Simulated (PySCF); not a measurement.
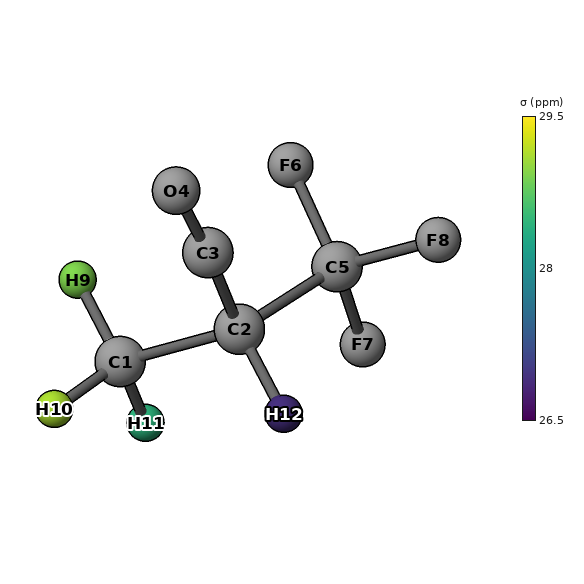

Atoms are coloured by their isotropic NMR shieldings (H only, the others grey). Charge +1, singlet. The computed structure is the end point of a GFN2-xTB optimisation. No frequency run is at hand to confirm it as a minimum. Properties computed with GIAO PBE0/pcSseg-1 NMR shielding, non-relativistic, gas phase (PySCF 2.14.0).

Question: Which H atom is the most shielded (lowest chemical shift)?

Answer: H10 (29.12 ppm).

Question: Which H atom is the least shielded (highest chemical shift)?

Answer: H12 (26.91 ppm).

Question: How wide is the range of H shifts?

Answer: 2.21 ppm.

List the isotropic NMR shieldings of the H atoms.

```csv
atom,σ (ppm)
H9,28.93
H10,29.12
H11,28.44
H12,26.91
```
